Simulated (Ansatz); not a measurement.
# GaHClOF (SMILES [OH][Ga]([F])[Cl]): r2SCAN/def2-SVPD

Aim: the vertical electron affinity of GaHClOF at r2SCAN/def2-SVPD, from 2 runs. 

The results are computed with Ansatz 0.2.0.

93 further runs of the same task are left out: 93 set aside as unsound or not needed. Runs told in other sessions of the task aren't counted.

### Step 1. Starting point

The species is GaHClOF (5 atoms), meant as a singlet with charge 0. SMILES: `[OH][Ga]([F])[Cl]`. The shape is that of a PBE0-D4/def2-TZVP optimisation. This is one conformer, not always the lowest.

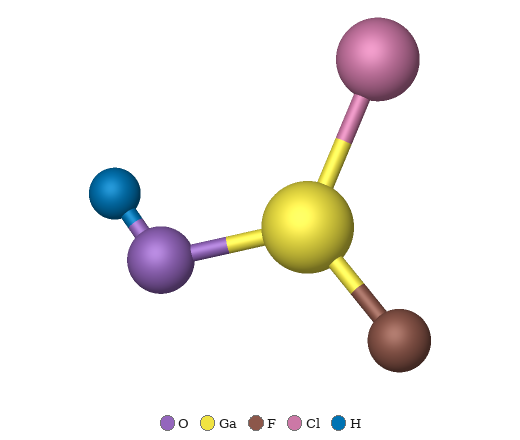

The structure, seen from a chosen angle (oxygen purple, gallium yellow, fluorine brown, chlorine pink, hydrogen blue).

### Step 2. A single-point energy at r2SCAN/def2-SVPD

The input, in.yaml:

```yaml
crystal:
  periodic: [false, false, false]
  atoms:
    - {symbol: O, position_ang: [-0.411400, -1.212900, 0.567400]}
    - {symbol: Ga, position_ang: [0.024700, 0.194000, -0.397200]}
    - {symbol: F, position_ang: [-0.341800, 0.143700, -2.089800]}
    - {symbol: Cl, position_ang: [0.960300, 1.923100, 0.382300]}
    - {symbol: H, position_ang: [-0.182000, -1.121400, 1.495800]}
basis:
  gaussian: {orbitals: def2-SVPD}
hamiltonian: {xc: {name: r2SCAN}}
accuracy: high
output: {orbitals: {seedname: orbitals}}
```

Command:

```
$ ansatz run in.yaml --threads 1 --pin off --max-ram 3480MiB --events-out events.jsonl --progress --plain --runs-dir runs
```

Standard output:

```text
Warning: RAYON_NUM_THREADS=1 ignored (pool sized by the plan → 1); use --threads N
Functional definition: r2SCAN
  name "r2SCAN"
  parameter k0 = 0.174
  parameter k1 = 0.065
  parameter a1 = 4.9479
  exchange = r2scan_x(k0 = k0, k1 = k1, a1 = a1)
  correlation = r2scan_c
2245 factors; integrals over basis functions are off by at most 4.4e-9 eV
mean field evaluation 1: about -69658.3825 eV, gradient 7.4e1 eV
mean field evaluation 2: about -69594.3573 eV, gradient 1.8e2 eV
mean field evaluation 4: about -69666.8152 eV, gradient 1.9e1 eV
mean field evaluation 8: about -69667.4403 eV, gradient 5.7e-1 eV
mean field evaluation 16: about -69667.4376 eV, gradient 1.9e-5 eV
mean field -69667.43759789 eV, -2560.2311094370 hartree, gradient 4.8e-8 eV, S^2 0.000000; 0 other end points of the search recorded, 0 dependent functions left out
reference -69667.43759887 eV, -2560.2311094730 hartree; 33, 33 occupied and 86, 86 virtual orbitals, 2245 factors
Total energy: -69667.43759887 eV, -2560.2311094730 hartree
```

Wall time 22 s (1 thread of Arm Neoverse V2, shared host); peak memory 0.39 GiB.

### Step 3. The doublet anion at the same level

The input, job.yaml:

```yaml
crystal:
  periodic: [false, false, false]
  atoms:
    - {symbol: O, position_ang: [-0.411400, -1.212900, 0.567400]}
    - {symbol: Ga, position_ang: [0.024700, 0.194000, -0.397200]}
    - {symbol: F, position_ang: [-0.341800, 0.143700, -2.089800]}
    - {symbol: Cl, position_ang: [0.960300, 1.923100, 0.382300]}
    - {symbol: H, position_ang: [-0.182000, -1.121400, 1.495800]}
basis:
  gaussian: {orbitals: def2-SVPD}
total_charge: -1
magnetization: {spin_polarized: true, initial_magnetization: 1}
hamiltonian: {xc: {name: r2SCAN}}
accuracy: high
output: {orbitals: {seedname: orbitals}}
```

Command:

```
$ ansatz run job.yaml --threads 1 --pin off --max-ram 3480MiB --events-out events.jsonl --progress --plain --runs-dir runs
```

Standard output (excerpt; [...] marks lines left out):

```text
Warning: RAYON_NUM_THREADS=1 ignored (pool sized by the plan → 1); use --threads N
[... 7 set-up lines as earlier in the session ...]
2246 factors; integrals over basis functions are off by at most 4.4e-9 eV
mean field evaluation 1: about -69664.7268 eV, gradient 3.0e1 eV
mean field evaluation 2: about -69639.2450 eV, gradient 8.4e1 eV
mean field evaluation 4: about -69667.6560 eV, gradient 4.8e0 eV
mean field evaluation 8: about -69667.7244 eV, gradient 1.5e-1 eV
mean field evaluation 16: about -69667.7245 eV, gradient 2.6e-4 eV
mean field -69667.72453418 eV, -2560.2416541513 hartree, gradient 5.3e-8 eV, S^2 0.752563; 0 other end points of the search recorded, 0 dependent functions left out
reference -69667.72454706 eV, -2560.2416546247 hartree; 34, 33 occupied and 85, 86 virtual orbitals, 2246 factors
Total energy: -69667.72454706 eV, -2560.2416546247 hartree
```

It took 44 s on 1 thread of Arm Neoverse V2, shared host; peak memory 0.55 GiB.

### Step 4. Results

Level: r2SCAN/def2-SVPD.

| quantity | value |
| --- | --- |
| singlet GaHClOF: total energy | -2560.23111 Eh |
| singlet GaHClOF: HOMO energy | -8.62 eV |
| singlet GaHClOF: LUMO energy | -2.51 eV |
| singlet GaHClOF: HOMO–LUMO gap | 6.12 eV |
| doublet anion: total energy | -2560.24165 Eh |
| doublet anion: HOMO energy (highest over α and β) | 1.69 eV |
| doublet anion: LUMO energy (lowest over α and β) | 2.56 eV |
| doublet anion: ⟨S²⟩ | 0.753 |
| vertical electron affinity (to the doublet anion) | 0.287 eV |

What this shows: At fixed nuclei the extra electron is bound by 0.29 eV (27.7 kJ/mol). The HOMO (doublet anion) lies at positive energy, 1.69 eV, from the functional's self-interaction, a short basis or an electron that isn't bound; only total energies against the neutral tell.
